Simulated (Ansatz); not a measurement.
The parent structure is Ge in the diamond structure (space group Fd-3m, No. 227; a = 5.622 Å). Axes: x, y, z lie along the cube axes.

Structures relaxed with LDA (Ansatz, an electronic-structure program, PAW, no SOC).

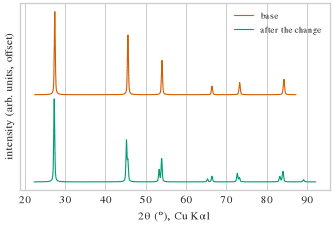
*Simulated powder patterns before (top) and after one change*

Task: Which of these changes matches the shifts?
A. uniaxial strain ε_zz = −1.50 %
B. uniaxial strain ε_zz = −2.50 %
C. uniaxial strain ε_zz = +1.50 %
D. uniaxial strain ε_zz = −3.00 %

Result: C, uniaxial strain ε_zz = +1.50 %. Its volume per atom is 22.55 Å³ against 22.21 Å³, and its space group is I4_1/amd (No. 141).

No phonon test of stability was made.
